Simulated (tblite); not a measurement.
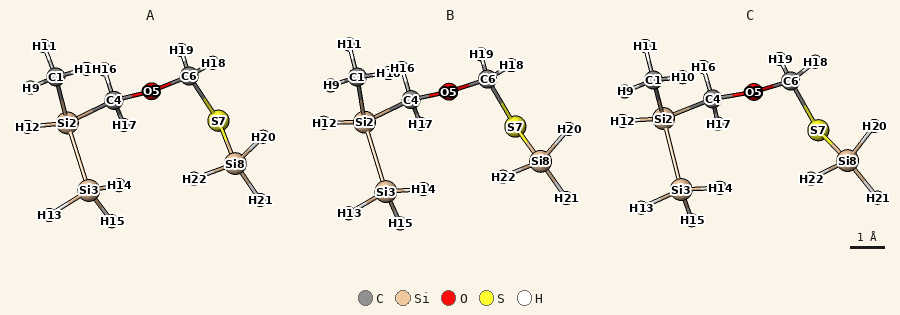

3 geometries from one relaxation of C3H14OSSi3, in shuffled order. The picture is a ball-and-stick view, seen at a tilt.

Computed with GFN2-xTB geometry optimisation, gas phase in tblite. 

Order the frames from highest to lowest energy.

Answer. C, B, A. They are steps 0, 54, 124, at +0.332 eV, +0.021 eV relative to the last. The atom that moves furthest after the best rigid fit is H15 (0.70 Å). Largest moves by element: H 0.70 Å, Si 0.40 Å, S 0.28 Å, C 0.27 Å, O 0.08 Å. Among the contacts that change: C1–Si2 1.852 → 1.904 Å, O5–C6 1.426 → 1.376 Å, Si8–H22 1.488 → 1.456 Å, Si2–C4 1.882 → 1.915 Å. Bond angles that change, for instance: Si2–C4–O5 114.7° → 105.9°, S7–Si8–H21 108.7° → 102.5°, Si2–C4–H16 107.5° → 112.9°. After 124 geometry steps the energy has fallen by 0.332 eV. Cost: 2.5 s on 1 thread of Arm Neoverse N1, with other jobs on the host.
